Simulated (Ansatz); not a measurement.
## Electronic structure of Cl2F2H2O2W in real space

The calculation's input:

```
crystal:
  periodic: [false, false, false]
  atoms:
    - {symbol: Cl, position_ang: [-1.589813, 1.205740, 1.163621]}
    - {symbol: Cl, position_ang: [1.532594, -0.659515, -1.598218]}
    - {symbol: F, position_ang: [1.016571, -0.440322, 1.446141]}
    - {symbol: F, position_ang: [0.950394, 1.650834, -0.040711]}
    - {symbol: O, position_ang: [-1.098989, -1.326584, -0.346746]}
    - {symbol: O, position_ang: [-1.101916, 0.951808, -1.888634]}
    - {symbol: W, position_ang: [-0.297538, 0.330805, -0.560290]}
    - {symbol: H, position_ang: [-0.958953, -2.035247, 0.292786]}
    - {symbol: H, position_ang: [1.547660, 0.322490, 1.532050]}
basis:
  gaussian: {orbitals: def2-SVPD}
total_charge: 0
hamiltonian: {xc: pbe0}
output: {forces: true, orbitals: {seedname: orbitals}}
```

Run with:

```sh
ansatz run input.yaml --threads 2 --pin off --max-ram 6090MiB --events-out events.jsonl --progress --plain --runs-dir runs
```

Geometry: PBE0-D4/def2-SVP; core potentials replace the inner electrons of W.

These are results of Ansatz, isolated molecule in a Gaussian basis; Kohn-Sham density functional theory, functional PBE0, not measurements.

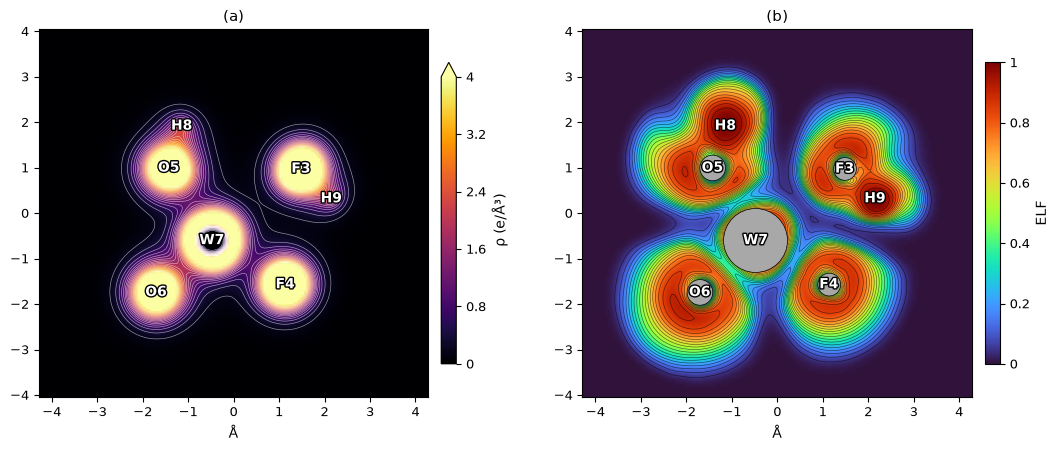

Figure 1. (a) electron density; (b) electron localisation function on the plane of atoms W7, O5 and H8. Grey discs cover the atomic cores in the ELF map.

What does the map show?

Answer.
- The plane passes through F, O, W and H nuclei.
- W–O (1.67 Å): the density is about 2 e/Å³ at the midpoint; the ELF peaks at about 0.80 in the valence shell of O, 0.5 Å from its nucleus, and drops to about 0.35 between the two atoms.
- W–F (1.89 Å): ρ at the midpoint is about 1 e/Å³; the ELF peaks at about 0.85 in the valence shell of F, 0.5 Å from its nucleus, and drops to about 0.20 between the two atoms.
- F–H (0.93 Å): ρ is about 4.6 e/Å³ halfway; the ELF climbs to about 1 towards the hydrogen, as it does in any bond to H: a covalent bond by its length.
- W–O (1.85 Å): ρ is about 1.2 e/Å³ halfway; the ELF peaks at about 0.85 in the valence shell of O, 0.5 Å from its nucleus, and drops to about 0.30 between the two atoms.
- O–H (0.96 Å): ρ at the midpoint is about 3.7 e/Å³; the ELF climbs to about 1 towards the hydrogen; a covalent bond by its length.
- The ELF also peaks beside F3, away from the bonds: lone-pair regions.

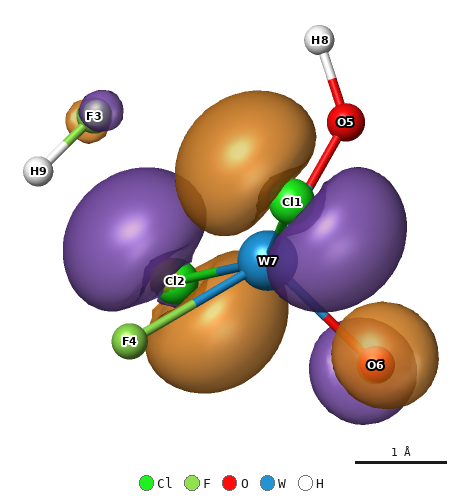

Figure 2. The HOMO−1 at ±0.15 Å⁻³ᐟ² (orange and purple are the two phases), seen at a tilt.

Describe this orbital and give its energy.

Answer. By Hirshfeld shares it lies mainly on Cl1 (about 40 %), Cl2 (about 40 %) and O6 (about 15 %); largely a combination of lone pairs on Cl1, Cl2 and O6. Its energy is −9.39 eV.
